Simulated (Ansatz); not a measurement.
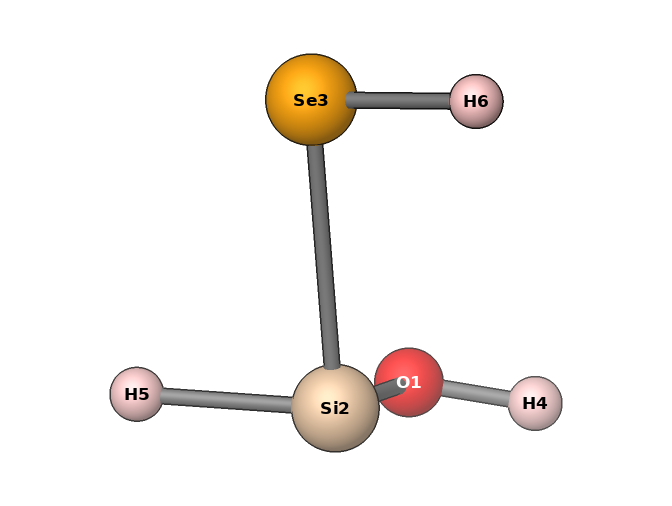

O1 lies behind Si2. The molecule seen a little off the Si2–O1 bond, Si2 in front. Distant atoms are faded towards the background colour. State: charge −1, singlet. Computed geometry: PBE-D4/def2-SVPD optimisation. No frequency run is at hand to confirm it as a minimum.

What is the torsion angle Se3–Si2–O1–H4? The sign is positive where the front bond must turn clockwise to cover the back bond.

Answer. 100°, about perpendicular.
